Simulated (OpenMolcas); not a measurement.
# Multiconfigurational calculation, with input and output: Ag²⁺ complex

System: Ag²⁺ with 6 ligands (F; octahedron, 2.273 Å), embedded in NaF by model potentials and point charges, whose field is part of the energies.
Method: state-averaged CASSCF, active space 9 electrons in the shell 4d, basis ANO-RCC-VTZP on the metal and ANO-RCC-VDZP on the ligands, DKH2 scalar Hamiltonian, spin-orbit coupling by RASSI with atomic mean-field integrals (OpenMolcas).

### Results in brief

```
                                 quantity                                                                 value
                                  outcome                                                             converged
      energy of the lowest spin-free term                                                   −5911.71413 hartree
    energy of the lowest spin-orbit level                                                   −5911.71607 hartree
largest spread among components of a term                                                              0.0 cm⁻¹
                                 hardware  1 thread of Arm Neoverse V1, 24 GiB of memory available, shared host
                                wall time                                                                  17 s
                              peak memory                                                               0.4 GiB
```

### Remarks

Without dynamic correlation the splittings between terms come out too large, often by 20 to 50 %. To bear in mind: orbital doublet at a regular site, Jahn-Teller distortion not allowed for; the geometry is set by hand, with no relaxation.

### The input
```
&GATEWAY
Basis set
Ag.ANO-RCC-VTZP.
Ag1 0.0 0.0 0.0 Angstrom
End of basis
Basis set
F.ANO-RCC-VDZP.
L1 2.273000 0.000000 0.000000 Angstrom
L2 0.000000 2.273000 0.000000 Angstrom
L3 0.000000 0.000000 2.273000 Angstrom
End of basis
Basis set
Na.EMB-AIMP.Seijo.6s3p.1s1p.ECP.NaF.
PseudoCharge
* 3 symmetry-unique lattice sites within 7.6 angstrom
End of basis
Basis set
Na.EMB-AIMP.Seijo.0s.0s.ECP.NaF.
PseudoCharge
* 36 symmetry-unique lattice sites within 7.6 angstrom
End of basis
Basis set
F.EMB-AIMP.Seijo.0s.0s.ECP.NaF.
PseudoCharge
* 31 symmetry-unique lattice sites within 7.6 angstrom
End of basis
Symmetry
XYZ
AngMom=0.0 0.0 0.0
AMFI
RICD
XField
1025 Angstrom 0
* Evjen-weighted lattice charges
&SEWARD
&RASSCF
FileOrb=start.orb
Symmetry=1
Spin=2
nActEl=9 0 0
Inactive=24 24
Ras2=5 0
CIRoot=5 5 1
SDav=5
CIMx=300
Iter=150 100
PrWF=0.3
OrbListing=Nothing
MaxOrb=0
LevShft=1.0
>>> COPY $Project.JobIph JOB001
&RASSI
NrOfJobIphs=1 5
1 2 3 4 5
IphNames
JOB001
EJob
SpinOrbit
DIPRint=1.0
SOCoupling=1000.0
Subsets=2
Property=9
'ANGMOM' 1 'ANGMOM' 2 'ANGMOM' 3 'MLTPL  1' 1 'MLTPL  1' 2 'MLTPL  1' 3
'AMFI' 1 'AMFI' 2 'AMFI' 3
SOProperty=3
'ANGMOM' 1 'ANGMOM' 2 'ANGMOM' 3
```

The file start.orb holds starting orbitals from an earlier step. A driver script formed the levels outside the program, from RASSI's spin-orbit matrix and the active-space energies, averaged over the components of each term or state.

Command:
```bash
OMP_NUM_THREADS=1 MOLCAS_MEM=2457 MOLCAS_PROJECT=a pymolcas a.inp > a.log  # once for each step of the input, in one work folder
```

### Log (extracts)
```
--- SEWARD ---
Basis set label: AG.ANO-RCC...7S6P4D2F1G.

      Electronic valence basis set:
      ------------------
      Associated Effective Charge  47.000000 au
      Associated Actual Charge     47.000000 au
      Nuclear Model: Point charge

      Shell  nPrim  nBasis  Cartesian Spherical Contaminant
         s      21       7        X
         p      18       6        X
         d      13       4                 X
         f       6       2                 X
         g       4       1                 X
                  Relativistic Douglas-Kroll-Hess integrals:
                    - DKH order of Hamiltonian: 2
                    - DKH order of Properties : 0
                  Atomic mean-field integrals
--- RASSCF ---
Wave function specifications:
      -----------------------------

      Number of closed shell electrons          96
      Number of electrons in active shells       9
      Max number of holes in RAS1 space          0
      Max nr of electrons in RAS3 space          0
      Number of inactive orbitals               48
      Number of active orbitals                  5
      Number of secondary orbitals             123
      Spin quantum number                      0.5
      State symmetry                             1
Orbital specifications:
      -----------------------

      Symmetry species                           1   2
                                                ag  au
      Frozen orbitals                            0   0
      Inactive orbitals                         24  24
      Active orbitals                            5   0
      RAS1 orbitals                              0   0
      RAS2 orbitals                              5   0
      RAS3 orbitals                              0   0
      Secondary orbitals                        61  62
      Deleted orbitals                           0   0
      Number of basis functions                 90  86
      Number of CSFs                             5
      Number of root(s) required                 5
      Iter CI   SX   CI       RASSCF       Energy    max ROT     max BLB   max BLB  Level Ln srch  Step   QN
          iter iter root      energy       change     param      element    value   shift minimum  type update
 Nr of preliminary CI iterations:   1
      Total energies have been shifted. Add                -5000.00 au
        1   1   11    0  -910.99434678    0.00E+00  -5.49E-02   11  48 2 -3.09E-01*  1.42   0.00    SX    NO
        2   1   11    0  -911.58909798   -5.95E-01* -5.57E-02   12  32 2  1.13E-01*  1.16   0.00    SX    NO
        3   1   11    0  -911.66479246   -7.57E-02* -3.71E-02   24  34 2  5.86E-02*  1.08   0.00    SX    NO
        4   1   11    0  -911.67999576   -1.52E-02* -2.39E-02   24  34 2  3.61E-02*  1.05   0.00    SX    NO
        5   1   10    0  -911.68542164   -5.43E-03* -3.09E-02   24  34 2  2.33E-02*  1.03   2.50    LS   YES
        6   1   10    0  -911.68873144   -3.31E-03*  1.23E-02   12  30 1  9.30E-03*  1.02   1.28    QN   YES
        7   1    9    0  -911.68944718   -7.16E-04*  7.08E-03   26  47 1 -3.97E-03*  1.01   1.60    LS   YES
        8   1    9    0  -911.68956328   -1.16E-04* -1.63E-03   27  33 1 -2.85E-03*  1.01   1.03    QN   YES
        9   1    9    0  -911.68966703   -1.04E-04* -6.94E-04   17  54 1 -8.22E-04*  1.01   1.43    LS   YES
       10   1    8    0  -911.68967728   -1.03E-05* -4.99E-04   29  35 1  9.14E-04*  1.01   1.00    QN   YES
       11   1    8    0  -911.68968113   -3.85E-06* -6.68E-04   27  48 1  3.63E-04*  1.01   1.56    QN   YES
       12   1    7    0  -911.68968248   -1.35E-06* -2.73E-04   26  64 1  8.72E-05   1.01   1.13    QN   YES
       13   1    6    0  -911.68968262   -1.37E-07* -4.09E-04   24  75 2 -5.57E-05   1.01   2.50    LS   YES
       14   1    7    0  -911.68968262   -1.43E-09  -2.02E-04   12  30 1 -6.70E-05   1.01   0.50    LS   YES
      Convergence after 14 iterations
       15   1    7    0  -911.68968265   -3.53E-08* -2.02E-04   29  35 1 -4.71E-05   1.01   0.50    LS   YES
      Natural orbitals and occupation numbers for root  1
      sym 1:   2.000000   2.000000   2.000000   2.000000   1.000000
      Natural orbitals and occupation numbers for root  2
      sym 1:   2.000000   2.000000   1.000000   2.000000   2.000000
      Natural orbitals and occupation numbers for root  3
      sym 1:   2.000000   2.000000   2.000000   1.000000   2.000000
::    RASSCF root number  1 Total energy:  -5911.71413198
::    RASSCF root number  2 Total energy:  -5911.71413198
::    RASSCF root number  3 Total energy:  -5911.67338310
::    RASSCF root number  4 Total energy:  -5911.67338310
::    RASSCF root number  5 Total energy:  -5911.67338310
--- RASSI ---
SPIN-FREE ENERGIES:
  (Shifted by EMIN (a.u.) =      -5911.7141319839)

 SF State       Relative EMIN(au)   Rel lowest level(eV)    D:o, cm**(-1)

     1             0.0000000000        0.0000000000              0.0000
     2             0.0000000000        0.0000000000              0.0000
     3             0.0407488866        1.1088336936           8943.3469
     4             0.0407488866        1.1088336936           8943.3469
     5             0.0407488866        1.1088336936           8943.3469
     Dipole printing threshold changed to   1.00000000E+00
Eigenvalues of complex Hamiltonian:
   -----------------------------------
  (Shifted by EMIN (a.u.) =      -5911.7141319839)

 SO State       Relative EMIN(au)   Rel lowest level(eV)    D:o, cm**(-1)

     1            -0.0019407146        0.0000000000              0.0000
     2            -0.0019407146        0.0000000000              0.0000
     3            -0.0019407146        0.0000000000              0.0000
     4            -0.0019407146        0.0000000000              0.0000
     5             0.0329289252        0.9488512385           7653.0014
     6             0.0329289252        0.9488512385           7653.0014
     7             0.0465995820        1.3208487597          10653.3637
     8             0.0465995820        1.3208487597          10653.3637
     9             0.0465995820        1.3208487597          10653.3637
    10             0.0465995820        1.3208487597          10653.3637
Weights of the five most important spin-orbit-free states for each spin-orbit state.

 SO State  Total energy (au)           Spin-free states, spin, and weights
 -------------------------------------------------------------------------------------------------------
    1        -0.001941       2 0.5  0.8398    1 0.5  0.1202    5 0.5  0.0242    3 0.5  0.0100    4 0.5  0.0058
    2        -0.001941       2 0.5  0.7198    1 0.5  0.2402    5 0.5  0.0227    3 0.5  0.0169    4 0.5  0.0004
    3        -0.001941       1 0.5  0.6423    2 0.5  0.3177    4 0.5  0.0256    3 0.5  0.0082    5 0.5  0.0061
    4        -0.001941       1 0.5  0.9173    2 0.5  0.0428    4 0.5  0.0215    3 0.5  0.0182    5 0.5  0.0003
    5         0.032929       4 0.5  0.3333    3 0.5  0.3333    5 0.5  0.3333    2 0.5  0.0000    1 0.5  0.0000
    6         0.032929       5 0.5  0.3333    4 0.5  0.3333    3 0.5  0.3333    2 0.5  0.0000    1 0.5  0.0000
    7         0.046600       5 0.5  0.5532    3 0.5  0.3931    2 0.5  0.0307    4 0.5  0.0138    1 0.5  0.0093
    8         0.046600       5 0.5  0.5532    3 0.5  0.3931    2 0.5  0.0307    4 0.5  0.0137    1 0.5  0.0093
    9         0.046600       4 0.5  0.6263    3 0.5  0.2469    5 0.5  0.0869    1 0.5  0.0307    2 0.5  0.0093
   10         0.046600       4 0.5  0.6263    3 0.5  0.2469    5 0.5  0.0869    1 0.5  0.0307    2 0.5  0.0093
 -------------------------------------------------------------------------------------------------------
```

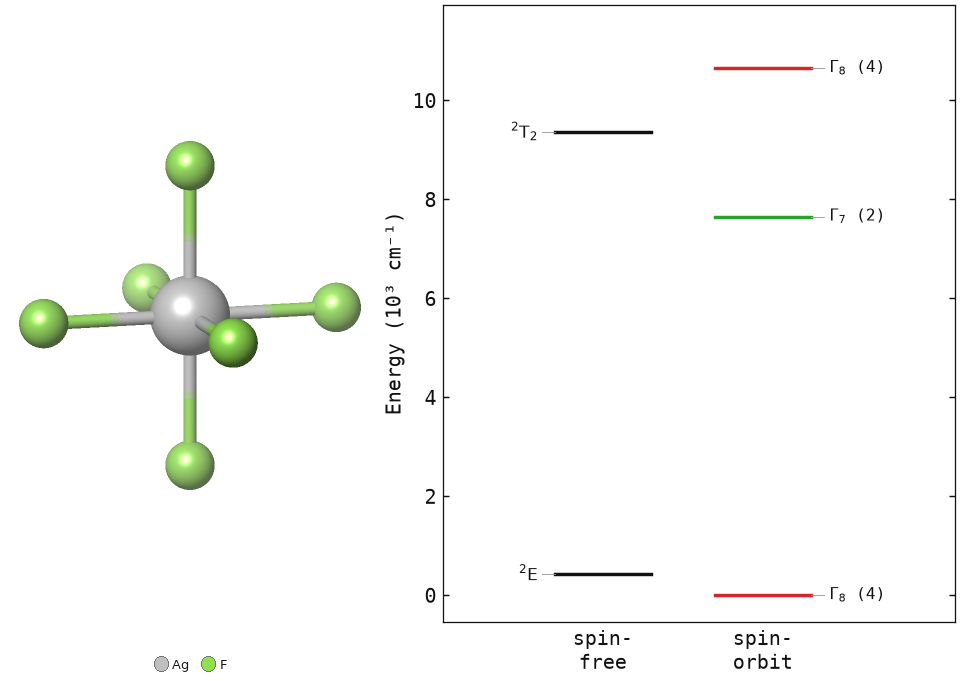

**Figure 1.** Ag²⁺ (4d⁹) as a dopant in NaF, a cluster with its 6 nearest F⁻ at 2.273 Å (octahedron) embedded in model potentials and point charges; the geometry was set, not optimised, and its levels. Labels give the representation in O, Td, D4 or D3 as the site allows (double group for half-integer spin) where it could be assigned and, in brackets, the degeneracy; spin-free states, where drawn, share the zero of the spin-orbit levels. The ground level is Γ₈, 4-fold degenerate, 100 % from states of spin multiplicity 2. The next level lies at 7,650 cm⁻¹ (Γ₇). The lowest spin-free state is ²E, from the free-ion D term; of the same spin there follows at 8,940 cm⁻¹ (²T₂) above it. A ligand-field fit to the spin-free states gives |10Dq| = 8,940 cm⁻¹. The active orbitals hold 89 to 97 % metal character (Löwdin), and the Mulliken charge of the metal is +1.57.
